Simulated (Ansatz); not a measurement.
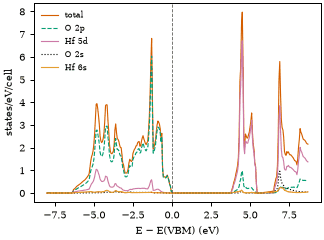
Figure. Total and projected density of states of HfO₂ (fluorite, Fm-3m), the program Ansatz at the PBE level (PAW)

Which orbitals carry the states next to the gap?

Top 1 eV of the valence band: O 2p 93 %. Bottom 1 eV of the conduction band: Hf 5d 84 %, O 2p 12 %. Projections are on Löwdin-orthogonalised atomic valence shells; empty p or d shells of many metals are not among them.

Where is the tallest occupied peak in this window, and what makes it?

Near -1.3 eV, about 6.8 states/eV per cell; the largest projected share is O 2p.

This is a known high-temperature phase of the composition, computed here at zero pressure and temperature. Symmetry was held in the PBE relaxation; whether a distortion lowers the energy is not shown. No spin polarisation was allowed. Spin–orbit coupling is left out wherever it is not named.

Potentials: the earlier of the program's two PAW sets.
